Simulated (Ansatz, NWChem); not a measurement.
## How basis sets differ on OH (SMILES [OH])

OH, doublet, SMILES `[OH]`. Each level relaxes the structure for itself.

Each level gives the equilibrium bond length (Å). The values are calculated.

| level | kind | program | value (Å) |
| --- | --- | --- | --- |
| UHF/STO-3G | Hartree–Fock | Ansatz | 1.014 |
| UHF/3-21G | Hartree–Fock | Ansatz | 0.986 |
| UHF/6-31G* (spherical functions) | Hartree–Fock | NWChem | 0.958 |
| UHF/6-31G* (Cartesian functions) | Hartree–Fock | Ansatz | 0.958 |
| UHF/cc-pVTZ | Hartree–Fock | Ansatz | 0.951 |

The values span 0.951 to 1.014 Å. Without the sets that lack polarisation functions the rows with a basis span only 0.951 to 0.958 Å.

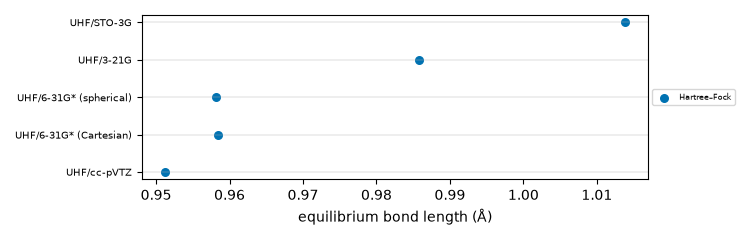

The values of the table, level by level.
